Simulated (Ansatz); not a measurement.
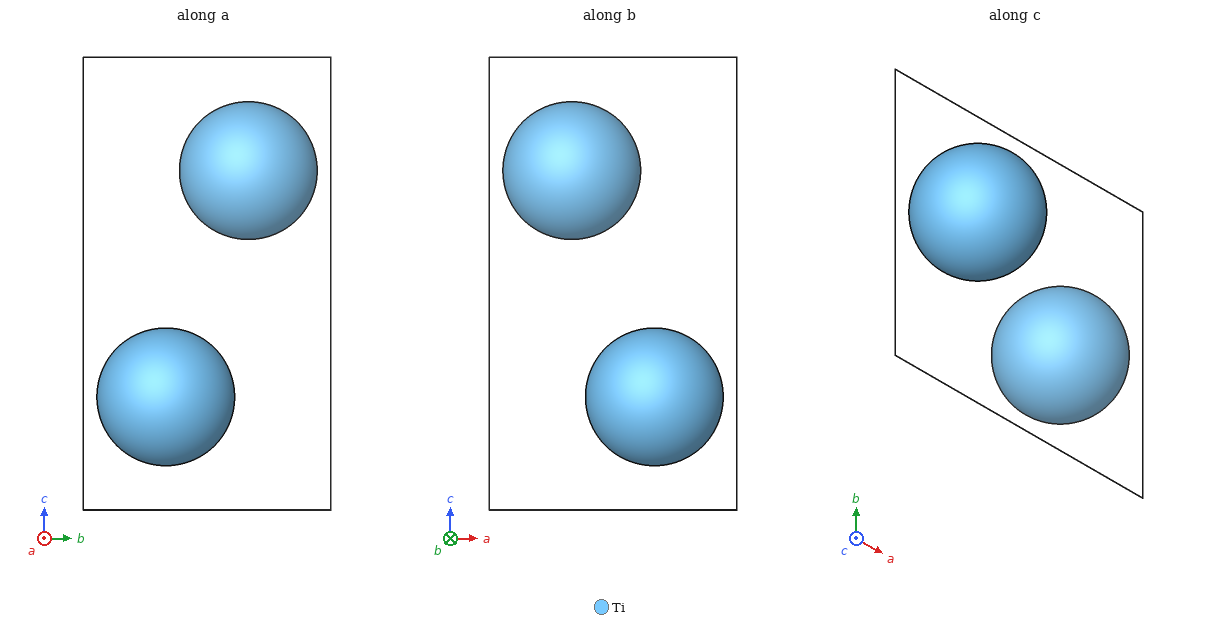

Drawn in the spheres-only manner and seen along the a axis, along the b axis and along the c axis. The frame is the conventional unit cell; atoms at its boundary are shown with their periodic copies.

Lattice parameters: a = 2.900 Å, b = 2.900 Å, c = 4.589 Å, α = 90.00°, β = 90.00°, γ = 120.00°.

> Write down what is shown as a table of Wyckoff sites.

Space group P6_3/mmc (No. 194).
| atom | site | x | y | z |
| --- | --- | --- | --- | --- |
| Ti | 2d | 0.3333 | 0.6667 | 0.7500 |

The model was built from the standard structure of this element. The structure drawn was relaxed with DFT PBEsol, scalar-relativistic, plane waves, PAW in Ansatz 0.2.0.
